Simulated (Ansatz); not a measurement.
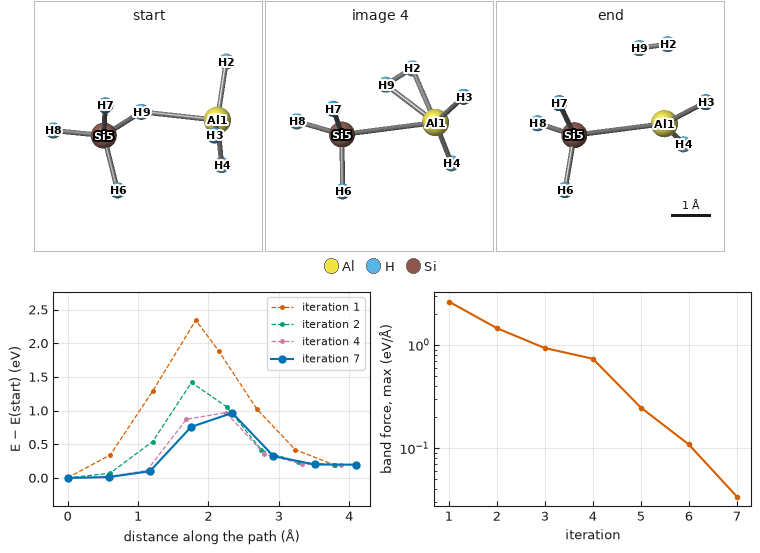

A nudged-elastic-band calculation for AlSiH7. Images are numbered from 0 (start) to 7 (end). The plot follows the band through its iterations. A ball-and-stick model, seen at a tilt.

Computed with RKS PBE0-D4/6-31G* in Ansatz 0.2.0. Set-up: 6 movable images; no climbing image; force threshold 0.05 eV/Å; iteration limit 60; starting path through a guess of the saddle point.

**Did the band converge, and can the barrier be trusted?**

The run is converged, with reservations. The band converged in 7 iterations. The largest component of the band force went from 2.6 to 0.034 eV/Å. No image climbed, so the highest image needn't lie on the saddle point, and the true maximum along this path can be higher. The first iteration put the highest image at 2.34 eV. The highest point, image 4, lies 0.97 eV above the start and 0.77 eV above the end; the end is at +0.20 eV relative to the start.
